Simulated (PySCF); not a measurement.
B(H)(OMe)(SH), SMILES SBOC (CH5BOS), singlet, PBE0/def2-SVP optimised geometry. Atoms within 1.6 Å of the plane z = 1.0 Å (x, y, z in Å): B1 (-0.33, 0.50, 0.00), H2 (-0.88, 1.57, 0.00), O3 (1.02, 0.50, 0.00), C4 (1.84, -0.64, 0.00), H6 (2.49, -0.61, 0.88), H7 (1.25, -1.57, 0.03), S8 (-1.29, -1.04, 0.00), H9 (-2.49, -0.42, 0.00).

Computed with PBE0/def2-TZVP (PySCF 2.14.0).

Map of the Laplacian of the electron density (e/bohr⁵), clipped to [-1.50, 1.50] on the plane z = 1.0 Å:

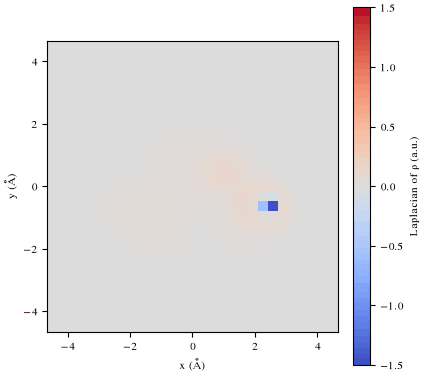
Laplacian of the electron density (e/bohr⁵), clipped to [-1.50, 1.50] on the plane z = 1.0 Å.
